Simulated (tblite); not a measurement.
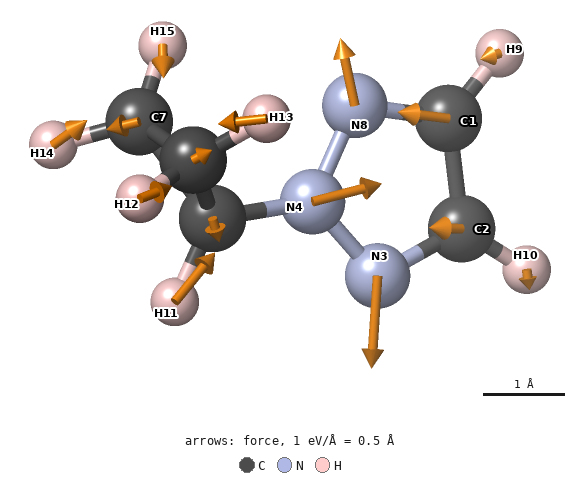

Starting geometry of C5H7N3 with the computed forces as orange arrows. The picture is a ball-and-stick view, seen at a tilt.

Method: tblite, GFN2-xTB geometry optimisation, gas phase. 

Question: What follows when this structure is relaxed?

Answer: It isn't relaxed: the largest force vector, on an N atom, is 2.31 eV/Å. The final displacements have little in common with the starting forces (cosine between the two patterns 0.30). After 70 geometry steps the energy has fallen by 56.5 kJ/mol. The largest move after the best rigid fit is that of an H atom, 0.33 Å. Largest moves by element: H 0.33 Å, N 0.23 Å, C 0.17 Å. Near-neighbour distances that change, for instance: C–H 1.132 → 1.081 Å, C–N 1.451 → 1.415 Å, C–H 1.110 → 1.079 Å, C–N 1.347 → 1.326 Å. Bond angles that change, for instance: C–C–H 112.3° → 120.6°, N–C–H 118.4° → 110.6°, C–C–H 111.4° → 118.1°. The run took 0.37 s on 1 thread of Arm Neoverse V1, on a shared host.
